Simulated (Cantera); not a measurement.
Input: 1 mol SiCl4, 0.0038 mol Cl2, 30 mol H2, equilibrated at 1330 Pa.

These are equilibrium values from Cantera (NASA tables, ideal gas, pure condensed phases), not measurements of a reactor. Candidate condensed phases: Si; 19 gas species. The tables' values for SiCl3 are old estimates; treat these amounts as uncertain. Kinetics and transport are ignored.

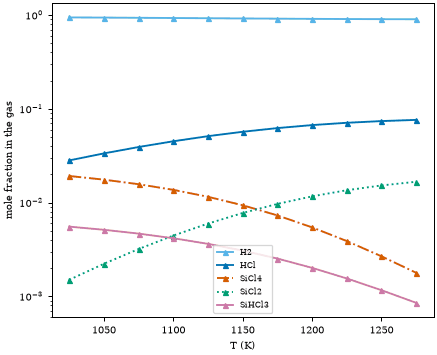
Equilibrium gas composition (values under 1e-9 drawn at 1e-9)

Question: Read off the mole fractions at 1200 K.

Answer: H2 about 0.91, HCl about 0.067, SiCl2 about 0.012, SiCl4 about 0.0054, SiHCl3 about 0.0020.
